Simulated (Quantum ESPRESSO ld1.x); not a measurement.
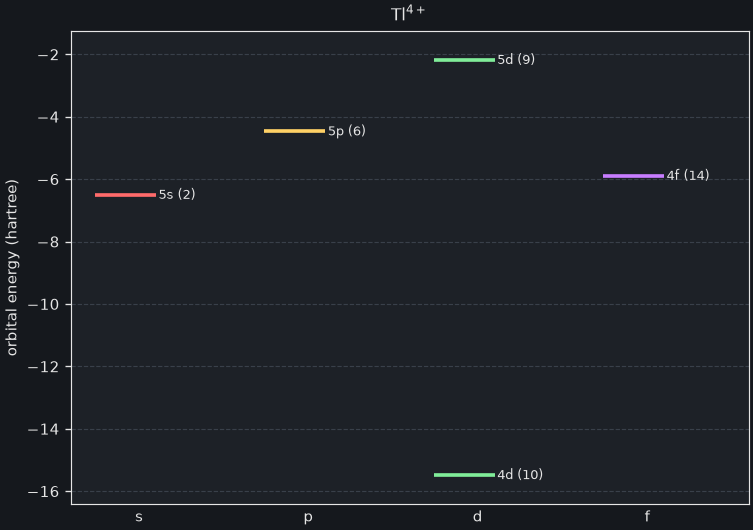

The outer levels are drawn by angular momentum (occupations in brackets). The highest occupied level is 5d at −2.18 hartree. The highest 4 occupied levels, from the top down, are 5d (−2.18 hartree), 5p (−4.47 hartree), 4f (−5.89 hartree), 5s (−6.50 hartree). The measured ionisation energy (NIST) is 62.6 eV; minus the highest level, 59.3 eV, lies 5.3 % below it.

# Run report: Tl⁴⁺, atomic calculation

The thallium ion Tl⁴⁺ in the configuration [Xe] 4f14 5d9. Computed at this level: scalar-relativistic Kohn-Sham, BLYP, spin-unpolarised, spherical densities, point nucleus (Quantum ESPRESSO ld1.x 7.5).

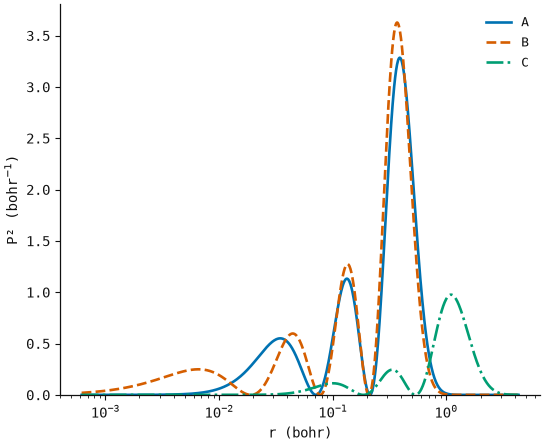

The radial probability densities P² of 4s, 5d and 4p. A is 4p; B is 4s; C is 5d. 4s: outer maximum at 0.370 bohr, ⟨r⟩ = 0.392 bohr, 3 nodes, eigenvalue −858.5 eV; 4p: outer maximum at 0.388 bohr, ⟨r⟩ = 0.418 bohr, 2 nodes, eigenvalue −657.1 eV; 5d: outer maximum at 1.10 bohr, ⟨r⟩ = 1.30 bohr, 2 nodes, eigenvalue −59.3 eV.

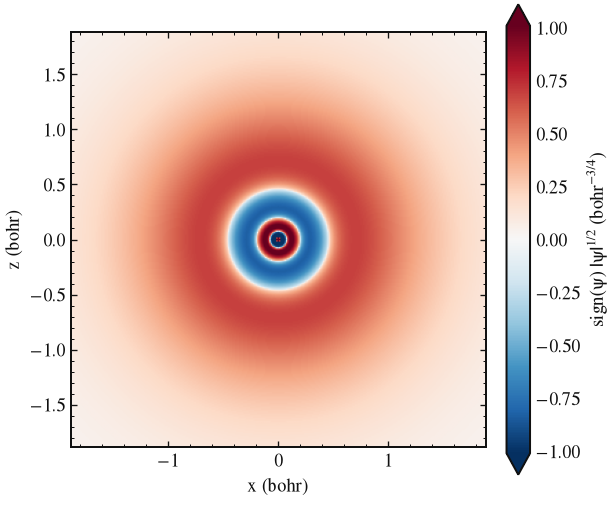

The 5s orbital. In the xz plane through the nucleus, the colour gives the signed square root of ψ. The radial function comes from the spherical calculation and is multiplied by a real spherical harmonic; the overall sign is chosen so that the largest lobe of P(r) is positive; at the scalar-relativistic level it is the large component. It has no angular node and 4 radial nodes, at r = 0.0190, 0.0768, 0.199 and 0.460 bohr; only the outer 3 can be made out at this scale. The outermost maximum of P² lies at 0.804 bohr, ⟨r⟩ = 0.874 bohr, 90 % of the charge lies within 1.25 bohr, and the eigenvalue is −176.9 eV, with 2 electrons in the shell.

Input and output of the run follow.

### The input
```
 &input
    zed=81.0,
    iswitch=1,
    rel=1,
    dft='BLYP',
    config='[Xe] 4f14 5d9',
    verbosity='high',
    prefix='ld1',
    max_out_wfc=37,
    file_charge='ld1.rho',
 /
```

### Log
```
     Program LD1 v.7.5 starts

     --------------------------- All-electron run ----------------------------

     scalar relativistic calculation

     atomic number is 81.00
     dft =BLYP   lsd =0 sic =0 latt =0  beta=0.20 tr2=1.0E-14
     Exchange-correlation= BLYP
                           (   1   3   1   3   0   0   0)
     mesh =2125 r(mesh) =  99.24096 a.u. xmin = -8.00 dx = 0.00800
     1 Ry =  13.60569312 eV, c = 137.03599908

     n l     nl                  e(Ry)          e(Ha)          e(eV)
     1 0     1S 1( 2.00)   -6298.367823918   -3149.183911959 -85693.6597880
     2 0     2S 1( 2.00)   -1124.221881115    -562.110940558 -15295.8179166
     2 1     2P 1( 6.00)    -967.244723887    -483.622361943 -13160.0348880
     3 0     3S 1( 2.00)    -270.925564845    -135.462782422  -3686.1300944
     3 1     3P 1( 6.00)    -225.759933754    -112.879966877  -3071.6203781
     4 0     4S 1( 2.00)     -63.096354666     -31.548177333   -858.4696388
     4 1     4P 1( 6.00)     -48.294685264     -24.147342632   -657.0826672
     3 2     3D 1(10.00)    -179.016095690     -89.508047845  -2435.6380620
     5 0     5S 1( 2.00)     -13.001012163      -6.500506081   -176.8877818
     5 1     5P 1( 6.00)      -8.934121149      -4.467060574   -121.5549107
     4 2     4D 1(10.00)     -30.962850032     -15.481425016   -421.2710357
     4 3     4F 1(14.00)     -11.781649039      -5.890824519   -160.2975013
     5 2     5D 1( 9.00)      -4.356935024      -2.178467512    -59.2791209

     final scf error:  9.7E-15 reached in  24 iterations

     Etot =  -40486.066357 Ry,  -20243.033178 Ha, -550840.994605 eV

     Ekin =   45619.919623 Ry,   22809.959812 Ha,  620690.626690 eV
     Encl = -100722.901575 Ry,  -50361.450788 Ha,-1370404.889292 eV
     Eh   =   15372.730931 Ry,    7686.365466 Ha,  209156.659511 eV
     Exc  =    -755.815336 Ry,    -377.907668 Ha,  -10283.391513 eV

     normalization and overlap integrals

     s(1S/1S) =  1.000000  <r> =   0.0163  <r2> =    0.0004  r(max) =   0.0100
     s(1S/2S) = -0.039673
     s(1S/3S) = -0.017403
     s(1S/4S) = -0.008636
     s(1S/5S) = -0.003941
     s(2S/2S) =  1.000000  <r> =   0.0687  <r2> =    0.0056  r(max) =   0.0583
     s(2S/3S) = -0.011234
     s(2S/4S) = -0.005311
     s(2S/5S) = -0.002398
     s(2P/2P) =  1.000000  <r> =   0.0623  <r2> =    0.0048  r(max) =   0.0485
     s(2P/3P) = -0.008738
     s(2P/4P) = -0.003918
     s(2P/5P) = -0.001642
     s(3S/3S) =  1.000000  <r> =   0.1775  <r2> =    0.0361  r(max) =   0.1636
     s(3S/4S) = -0.003885
     s(3S/5S) = -0.001693
     s(3P/3P) =  1.000000  <r> =   0.1793  <r2> =    0.0373  r(max) =   0.1636
     s(3P/4P) = -0.003250
     s(3P/5P) = -0.001316
     s(4S/4S) =  1.000000  <r> =   0.3916  <r2> =    0.1730  r(max) =   0.3699
     s(4S/5S) = -0.001198
     s(4P/4P) =  1.000000  <r> =   0.4176  <r2> =    0.1981  r(max) =   0.3881
     s(4P/5P) = -0.000946
     s(3D/3D) =  1.000000  <r> =   0.1624  <r2> =    0.0309  r(max) =   0.1339
     s(3D/4D) = -0.002377
     s(3D/5D) = -0.000766
     s(5S/5S) =  1.000000  <r> =   0.8740  <r2> =    0.8557  r(max) =   0.8038
     s(5P/5P) =  1.000000  <r> =   0.9992  <r2> =    1.1250  r(max) =   0.8990
     s(4D/4D) =  1.000000  <r> =   0.4398  <r2> =    0.2232  r(max) =   0.3944
     s(4D/5D) = -0.000606
     s(4F/4F) =  1.000000  <r> =   0.4673  <r2> =    0.2624  r(max) =   0.3583
     s(5D/5D) =  1.000000  <r> =   1.3008  <r2> =    1.9449  r(max) =   1.0981

     ------------------------ End of All-electron run ------------------------
```

### Orbitals

```tsv
orbital	occupation	energy (eV)	⟨r⟩ (bohr)	outer maximum (bohr)
1s	2	−85693.7	0.01631	0.0100
2s	2	−15295.8	0.06873	0.0583
2p	6	−13160.0	0.06234	0.0485
3s	2	−3686.1	0.1775	0.164
3p	6	−3071.6	0.1793	0.164
3d	10	−2435.6	0.1624	0.134
4s	2	−858.470	0.3916	0.370
4p	6	−657.083	0.4176	0.388
4d	10	−421.271	0.4398	0.394
5s	2	−176.888	0.8740	0.804
4f	14	−160.298	0.4673	0.358
5p	6	−121.555	0.9992	0.899
5d	9	−59.279	1.301	1.10
```

### Slater integrals of the outer shells (hartree)

| integral | value |
| --- | --- |
| F0(5d,5d) | 0.6934 |
| F2(5d,5d) | 0.3646 |
| F4(5d,5d) | 0.2439 |
| F0(5d,5p) | 0.7746 |
| F2(5d,5p) | 0.3920 |
| G1(5d,5p) | 0.4771 |
| G3(5d,5p) | 0.2972 |
| F0(5d,4f) | 0.8906 |
| F2(5d,4f) | 0.2163 |
| F4(5d,4f) | 0.1016 |
| G1(5d,4f) | 0.0669 |
| G3(5d,4f) | 0.0654 |
| G5(5d,4f) | 0.0531 |
| F0(5d,5s) | 0.8067 |
| G2(5d,5s) | 0.3186 |
| F0(5d,4d) | 0.8965 |
| F2(5d,4d) | 0.2039 |
| F4(5d,4d) | 0.0901 |
| G0(5d,4d) | 0.0448 |
| G2(5d,4d) | 0.0545 |

### Summary

```
                       quantity                      value
                        outcome                  converged
                   total energy        −20243.0332 hartree
                 kinetic energy         22809.9598 hartree
        electron–nucleus energy        −50361.4508 hartree
                 Hartree energy          7686.3655 hartree
    exchange–correlation energy        −377.907668 hartree
radius at density 0.001 e/bohr³                  3.05 bohr
                 SCF iterations                         24
                       hardware  1 CPU thread, shared host
                      wall time                     0.64 s
```
